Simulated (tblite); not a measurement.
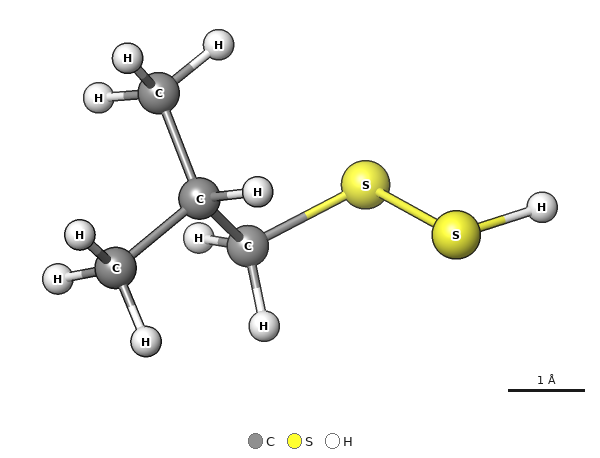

Fig. 1: The input geometry (ball-and-stick view, seen at a tilt). Bond lengths as drawn: C–C 1.52 to 1.53 Å, C–H 1.09 to 1.10 Å, C–S 1.82 Å, H–S 1.33 Å and S–S 2.08 Å.

# Saddle-point search, with input and output: C₄H₁₀S₂

The run: saddle-point search of C₄H₁₀S₂. Method and program: GFN2-xTB saddle search (eigenvector following) and harmonic vibrations, gas phase (tblite 0.8.0).

**What the program printed**
```
step      E/eV     max force
  0    -548.84954   0.0518
  1    -548.84666   0.1265
  2    -548.84814   0.0526
  3    -548.84720   0.0442
  4    -548.84554   0.1091
  5    -548.84711   0.0492
  6    -548.84667   0.0310
  7    -548.84609   0.0352
  8    -548.84563   0.0470
  9    -548.84534   0.0552
 10    -548.84524   0.0608
 11    -548.84557   0.0374
 12    -548.84642   0.0111
 13    -548.84702   0.0291
 14    -548.84674   0.0058
 15    -548.84702   0.0110
 16    -548.84712   0.0049
 17    -548.84712   0.0000
lowest wavenumbers (cm-1): -185.7 43.0 82.1 166.8 200.0 213.1
```

**Trajectory as extended XYZ (Å, eV, eV/Å), 12 frames, from step=0 to step=17**
```
16
Properties=species:S:1:pos:R:3:forces:R:3 step=0 energy=-548.84954
C    -0.9019   -1.6034   -0.0589   -0.0440  -0.0040   0.0240
C    -0.2702   -0.2470    0.2439    0.0200  -0.0060   0.0050
C    -1.3298    0.7809    0.6259   -0.0280  -0.0140  -0.0150
C     0.5219    0.2206   -0.9740    0.0070  -0.0100   0.0030
S     1.6064    1.6337   -0.6142   -0.0170   0.0030   0.0180
S     3.0204    0.6496    0.5562   -0.0300   0.0040   0.0420
H    -1.5679   -1.5318   -0.9166   -0.0040   0.0070   0.0050
H    -1.4776   -1.9488    0.7970    0.0060   0.0150  -0.0170
H    -0.1366   -2.3443   -0.2759    0.0140  -0.0180  -0.0110
H     0.4245   -0.3676    1.0843   -0.0070  -0.0090  -0.0240
H    -0.8732    1.7492    0.8182    0.0080  -0.0010  -0.0080
H    -1.8587    0.4647    1.5213    0.0120   0.0050   0.0170
H    -2.0556    0.8933   -0.1781    0.0180   0.0060   0.0040
H     1.1478   -0.5783   -1.3731    0.0210   0.0140   0.0030
H    -0.1430    0.5801   -1.7595    0.0010   0.0000  -0.0030
H     3.8935    1.6489    0.5038    0.0250   0.0080  -0.0410
16
Properties=species:S:1:pos:R:3:forces:R:3 step=1 energy=-548.84666
C    -0.9172   -1.6039   -0.0626   -0.0230  -0.0020   0.0110
C    -0.2655   -0.2567    0.2403    0.0090  -0.0050   0.0030
C    -1.3112    0.7827    0.6306   -0.0140  -0.0080  -0.0060
C     0.5250    0.2061   -0.9800    0.0020  -0.0060   0.0000
S     1.6033    1.6266   -0.6311   -0.0050  -0.0040   0.0140
S     3.0348    0.6520    0.5284    0.0510   0.1130   0.0250
H    -1.5895   -1.5196   -0.9142    0.0000   0.0050   0.0050
H    -1.4903   -1.9440    0.7967    0.0040   0.0080  -0.0100
H    -0.1636   -2.3545   -0.2893    0.0030  -0.0060  -0.0060
H     0.4329   -0.3882    1.0755   -0.0060  -0.0060  -0.0140
H    -0.8432    1.7483    0.8094    0.0030  -0.0050  -0.0050
H    -1.8296    0.4777    1.5362    0.0100   0.0030   0.0050
H    -2.0465    0.8965   -0.1644    0.0130   0.0040   0.0050
H     1.1558   -0.5914   -1.3742    0.0110   0.0070   0.0020
H    -0.1412    0.5579   -1.7681    0.0020  -0.0020  -0.0020
H     3.8462    1.7105    0.5668   -0.0590  -0.0970  -0.0260
16
Properties=species:S:1:pos:R:3:forces:R:3 step=3 energy=-548.84720
C    -0.9133   -1.6044   -0.0614   -0.0150  -0.0020   0.0060
C    -0.2664   -0.2546    0.2398    0.0060  -0.0040   0.0020
C    -1.3162    0.7814    0.6281   -0.0090  -0.0030  -0.0020
C     0.5239    0.2120   -0.9793    0.0030  -0.0040   0.0010
S     1.6039    1.6291   -0.6214   -0.0070   0.0020   0.0080
S     3.0336    0.6464    0.5329   -0.0040   0.0340   0.0280
H    -1.5839   -1.5241   -0.9146   -0.0030   0.0040   0.0010
H    -1.4872   -1.9434    0.7976    0.0010   0.0040  -0.0070
H    -0.1568   -2.3532   -0.2844    0.0010  -0.0060  -0.0060
H     0.4317   -0.3830    1.0754   -0.0020  -0.0060  -0.0080
H    -0.8528    1.7515    0.7948    0.0030  -0.0060  -0.0010
H    -1.8263    0.4816    1.5401    0.0080   0.0030   0.0000
H    -2.0571    0.8837   -0.1632    0.0100   0.0040   0.0050
H     1.1540   -0.5839   -1.3779    0.0100   0.0040   0.0030
H    -0.1420    0.5691   -1.7652    0.0020  -0.0040  -0.0020
H     3.8550    1.6918    0.5589   -0.0020  -0.0210  -0.0270
16
Properties=species:S:1:pos:R:3:forces:R:3 step=4 energy=-548.84554
C    -0.9187   -1.6042   -0.0619   -0.0090  -0.0010   0.0030
C    -0.2635   -0.2579    0.2375    0.0030  -0.0030   0.0000
C    -1.3071    0.7827    0.6303   -0.0020  -0.0040  -0.0020
C     0.5241    0.2055   -0.9843    0.0000  -0.0030   0.0000
S     1.6050    1.6240   -0.6348   -0.0030  -0.0010   0.0070
S     3.0402    0.6446    0.5163    0.0420   0.0980   0.0230
H    -1.5931   -1.5194   -0.9116   -0.0020   0.0030   0.0010
H    -1.4900   -1.9409    0.7996    0.0000   0.0020  -0.0050
H    -0.1671   -2.3568   -0.2897   -0.0020  -0.0030  -0.0050
H     0.4373   -0.3903    1.0701   -0.0020  -0.0050  -0.0050
H    -0.8391    1.7513    0.7921    0.0050  -0.0010   0.0000
H    -1.8125    0.4870    1.5461    0.0040   0.0000   0.0040
H    -2.0522    0.8865   -0.1566    0.0060   0.0030   0.0010
H     1.1538   -0.5909   -1.3822    0.0070   0.0010   0.0030
H    -0.1436    0.5604   -1.7699    0.0020  -0.0040  -0.0020
H     3.8264    1.7184    0.5990   -0.0490  -0.0820  -0.0230
16
Properties=species:S:1:pos:R:3:forces:R:3 step=6 energy=-548.84667
C    -0.9196   -1.6045   -0.0630   -0.0050  -0.0010   0.0000
C    -0.2634   -0.2590    0.2370    0.0010  -0.0030   0.0010
C    -1.3063    0.7822    0.6303   -0.0020   0.0000   0.0020
C     0.5251    0.2055   -0.9839    0.0020  -0.0020   0.0010
S     1.6019    1.6264   -0.6310   -0.0050   0.0030   0.0030
S     3.0330    0.6524    0.5289   -0.0190   0.0050   0.0240
H    -1.5941   -1.5186   -0.9125   -0.0030   0.0030   0.0000
H    -1.4911   -1.9409    0.7984   -0.0010   0.0010  -0.0030
H    -0.1688   -2.3577   -0.2913   -0.0030  -0.0020  -0.0040
H     0.4373   -0.3924    1.0695   -0.0010  -0.0050  -0.0030
H    -0.8378    1.7512    0.7889    0.0020  -0.0050   0.0010
H    -1.8092    0.4883    1.5483    0.0050   0.0010  -0.0030
H    -2.0532    0.8843   -0.1552    0.0060   0.0030   0.0040
H     1.1574   -0.5894   -1.3807    0.0060   0.0010   0.0030
H    -0.1420    0.5593   -1.7704    0.0030  -0.0040  -0.0010
H     3.8307    1.7129    0.5868    0.0140   0.0060  -0.0220
16
Properties=species:S:1:pos:R:3:forces:R:3 step=7 energy=-548.84609
C    -0.9236   -1.6043   -0.0638   -0.0030   0.0000  -0.0010
C    -0.2619   -0.2614    0.2363    0.0010  -0.0020   0.0000
C    -1.3006    0.7830    0.6320    0.0000   0.0000   0.0010
C     0.5259    0.2009   -0.9858    0.0010  -0.0020   0.0000
S     1.6016    1.6239   -0.6387   -0.0030   0.0010   0.0020
S     3.0379    0.6540    0.5187   -0.0010   0.0290   0.0200
H    -1.6002   -1.5147   -0.9113   -0.0020   0.0020   0.0000
H    -1.4939   -1.9398    0.7987   -0.0010   0.0000  -0.0020
H    -0.1761   -2.3598   -0.2953   -0.0040  -0.0010  -0.0040
H     0.4398   -0.3979    1.0673   -0.0010  -0.0040  -0.0020
H    -0.8286    1.7503    0.7909    0.0020  -0.0040   0.0020
H    -1.8032    0.4900    1.5503    0.0030   0.0000  -0.0020
H    -2.0481    0.8887   -0.1523    0.0050   0.0020   0.0030
H     1.1590   -0.5944   -1.3806    0.0050   0.0000   0.0030
H    -0.1418    0.5515   -1.7733    0.0020  -0.0040  -0.0010
H     3.8139    1.7301    0.6069   -0.0040  -0.0170  -0.0190
16
Properties=species:S:1:pos:R:3:forces:R:3 step=9 energy=-548.84534
C    -0.9291   -1.6036   -0.0642   -0.0020   0.0000  -0.0010
C    -0.2583   -0.2648    0.2342    0.0000  -0.0010  -0.0010
C    -1.2896    0.7850    0.6351    0.0020   0.0000   0.0000
C     0.5262    0.1928   -0.9915    0.0000  -0.0020   0.0000
S     1.6029    1.6183   -0.6571   -0.0010  -0.0010   0.0020
S     3.0443    0.6561    0.5008    0.0180   0.0500   0.0150
H    -1.6101   -1.5087   -0.9076   -0.0020   0.0020   0.0000
H    -1.4964   -1.9375    0.8009   -0.0010   0.0000  -0.0010
H    -0.1873   -2.3629   -0.3015   -0.0040   0.0000  -0.0030
H     0.4464   -0.4057    1.0619    0.0000  -0.0030  -0.0010
H    -0.8115    1.7491    0.7946    0.0030  -0.0020   0.0010
H    -1.7911    0.4929    1.5543    0.0020   0.0000   0.0000
H    -2.0387    0.8968   -0.1467    0.0030   0.0020   0.0020
H     1.1586   -0.6040   -1.3844    0.0030  -0.0010   0.0020
H    -0.1437    0.5393   -1.7790    0.0010  -0.0040  -0.0010
H     3.7774    1.7569    0.6503   -0.0240  -0.0390  -0.0140
16
Properties=species:S:1:pos:R:3:forces:R:3 step=10 energy=-548.84524
C    -0.9313   -1.6032   -0.0641   -0.0020   0.0000  -0.0010
C    -0.2564   -0.2661    0.2331    0.0000  -0.0010  -0.0010
C    -1.2844    0.7860    0.6365    0.0020   0.0000   0.0000
C     0.5262    0.1892   -0.9946    0.0000  -0.0020   0.0000
S     1.6039    1.6154   -0.6666    0.0000  -0.0020   0.0010
S     3.0476    0.6570    0.4917    0.0230   0.0550   0.0120
H    -1.6144   -1.5061   -0.9056   -0.0020   0.0020   0.0010
H    -1.4970   -1.9363    0.8023   -0.0010   0.0000  -0.0010
H    -0.1920   -2.3642   -0.3041   -0.0040   0.0000  -0.0020
H     0.4498   -0.4089    1.0591    0.0000  -0.0030  -0.0010
H    -0.8035    1.7487    0.7962    0.0030  -0.0020   0.0010
H    -1.7853    0.4944    1.5562    0.0020   0.0000   0.0000
H    -2.0343    0.9006   -0.1441    0.0030   0.0020   0.0020
H     1.1578   -0.6085   -1.3869    0.0020  -0.0010   0.0010
H    -0.1450    0.5340   -1.7816    0.0010  -0.0040  -0.0010
H     3.7583    1.7681    0.6724   -0.0290  -0.0440  -0.0110
16
Properties=species:S:1:pos:R:3:forces:R:3 step=12 energy=-548.84642
C    -0.9465   -1.6022   -0.0695    0.0010   0.0010  -0.0030
C    -0.2502   -0.2764    0.2295   -0.0020  -0.0010   0.0000
C    -1.2609    0.7882    0.6439    0.0030   0.0000  -0.0020
C     0.5310    0.1712   -1.0017    0.0010   0.0000  -0.0010
S     1.5981    1.6097   -0.6924    0.0040  -0.0060   0.0020
S     3.0368    0.6878    0.5013   -0.0100  -0.0030  -0.0030
H    -1.6381   -1.4894   -0.9022    0.0020   0.0010   0.0040
H    -1.5067   -1.9341    0.8010    0.0000   0.0000  -0.0010
H    -0.2207   -2.3717   -0.3241   -0.0050   0.0040   0.0000
H     0.4595   -0.4325    1.0502   -0.0020  -0.0010  -0.0020
H    -0.7653    1.7422    0.8104    0.0000  -0.0040   0.0000
H    -1.7636    0.4965    1.5625    0.0010   0.0000   0.0000
H    -2.0110    0.9208   -0.1338    0.0050   0.0010   0.0030
H     1.1684   -0.6270   -1.3840    0.0000   0.0010   0.0010
H    -0.1416    0.5022   -1.7936    0.0020  -0.0020   0.0010
H     3.7106    1.8148    0.7026    0.0010   0.0110   0.0010
16
Properties=species:S:1:pos:R:3:forces:R:3 step=13 energy=-548.84702
C    -0.9626   -1.6016   -0.0768    0.0040   0.0020  -0.0050
C    -0.2457   -0.2876    0.2269   -0.0050  -0.0020   0.0000
C    -1.2400    0.7887    0.6511    0.0020   0.0030  -0.0050
C     0.5376    0.1539   -1.0051    0.0020   0.0020  -0.0030
S     1.5895    1.6061   -0.7087    0.0140  -0.0180   0.0130
S     3.0141    0.7260    0.5347   -0.0230   0.0110  -0.0140
H    -1.6609   -1.4721   -0.9017    0.0070   0.0000   0.0080
H    -1.5189   -1.9334    0.7962    0.0010   0.0000  -0.0010
H    -0.2500   -2.3789   -0.3453   -0.0080   0.0090   0.0020
H     0.4650   -0.4581    1.0441   -0.0050   0.0000  -0.0040
H    -0.7296    1.7330    0.8295   -0.0050  -0.0120  -0.0020
H    -1.7488    0.4945    1.5656    0.0010   0.0010  -0.0010
H    -1.9864    0.9423   -0.1265    0.0100  -0.0020   0.0080
H     1.1831   -0.6435   -1.3759   -0.0020   0.0050   0.0010
H    -0.1344    0.4708   -1.8035    0.0050  -0.0020   0.0040
H     3.6878    1.8598    0.6953    0.0040   0.0020  -0.0010
16
Properties=species:S:1:pos:R:3:forces:R:3 step=15 energy=-548.84702
C    -0.9608   -1.6012   -0.0753    0.0000   0.0000  -0.0020
C    -0.2450   -0.2864    0.2264   -0.0010   0.0000   0.0000
C    -1.2396    0.7892    0.6507    0.0010   0.0010  -0.0020
C     0.5364    0.1544   -1.0071    0.0000   0.0010   0.0000
S     1.5927    1.6038   -0.7134    0.0060  -0.0060   0.0060
S     3.0163    0.7209    0.5272   -0.0040   0.0090  -0.0050
H    -1.6601   -1.4730   -0.8993    0.0020   0.0000   0.0030
H    -1.5157   -1.9329    0.7986    0.0000   0.0000  -0.0010
H    -0.2478   -2.3777   -0.3441   -0.0030   0.0030   0.0010
H     0.4666   -0.4555    1.0429   -0.0010   0.0000  -0.0010
H    -0.7300    1.7337    0.8279    0.0000  -0.0030   0.0000
H    -1.7474    0.4954    1.5658    0.0010   0.0000   0.0000
H    -1.9867    0.9415   -0.1261    0.0030   0.0000   0.0020
H     1.1791   -0.6440   -1.3800    0.0000   0.0000   0.0000
H    -0.1366    0.4733   -1.8036    0.0010  -0.0010   0.0000
H     3.6788    1.8585    0.7096   -0.0040  -0.0030   0.0000
16
Properties=species:S:1:pos:R:3:forces:R:3 step=17 energy=-548.84712
C    -0.9690   -1.6005   -0.0788    0.0000   0.0000   0.0000
C    -0.2422   -0.2922    0.2248    0.0000   0.0000   0.0000
C    -1.2277    0.7894    0.6546    0.0000   0.0000   0.0000
C     0.5398    0.1451   -1.0095    0.0000   0.0000   0.0000
S     1.5890    1.6009   -0.7236    0.0000   0.0000   0.0000
S     3.0029    0.7409    0.5430    0.0000   0.0000   0.0000
H    -1.6719   -1.4634   -0.8981    0.0000   0.0000   0.0000
H    -1.5214   -1.9323    0.7966    0.0000   0.0000   0.0000
H    -0.2633   -2.3808   -0.3552    0.0000   0.0000   0.0000
H     0.4699   -0.4689    1.0392    0.0000   0.0000   0.0000
H    -0.7102    1.7283    0.8384    0.0000   0.0000   0.0000
H    -1.7391    0.4943    1.5672    0.0000   0.0000   0.0000
H    -1.9724    0.9534   -0.1222    0.0000   0.0000   0.0000
H     1.1860   -0.6531   -1.3767    0.0000   0.0000   0.0000
H    -0.1332    0.4568   -1.8090    0.0000   0.0000   0.0000
H     3.6628    1.8822    0.7094    0.0000   0.0000   0.0000
```

This output came from the following input.

**Input file**
```
{"job": {"xc": "GFN2-xTB", "basis": "xTB", "kind": "saddle"}, "charge": 0, "multiplicity": 1}
C     -0.901947    -1.603426    -0.058949
C     -0.270163    -0.247013     0.243896
C     -1.329765     0.780942     0.625901
C      0.521865     0.220576    -0.973988
S      1.606396     1.633724    -0.614221
S      3.020421     0.649614     0.556198
H     -1.567896    -1.531762    -0.916624
H     -1.477577    -1.948809     0.796994
H     -0.136610    -2.344282    -0.275919
H      0.424517    -0.367554     1.084255
H     -0.873186     1.749229     0.818158
H     -1.858665     0.464685     1.521264
H     -2.055622     0.893343    -0.178126
H      1.147816    -0.578345    -1.373134
H     -0.143042     0.580138    -1.759505
H      3.893458     1.648940     0.503799
```

The first line tells a small driver script what to run in tblite; the rest is the geometry in Å.

Launched with:
```bash
OMP_NUM_THREADS=1 python <driver script> task.json out
```

**Results in brief**

| quantity | value |
| --- | --- |
| outcome | converged |
| total energy | −548.8471 eV |
| point group | C1 |
| hardware | 1 CPU thread, shared host |
| wall time | 3.1 s |
| peak memory | 0.19 GiB |
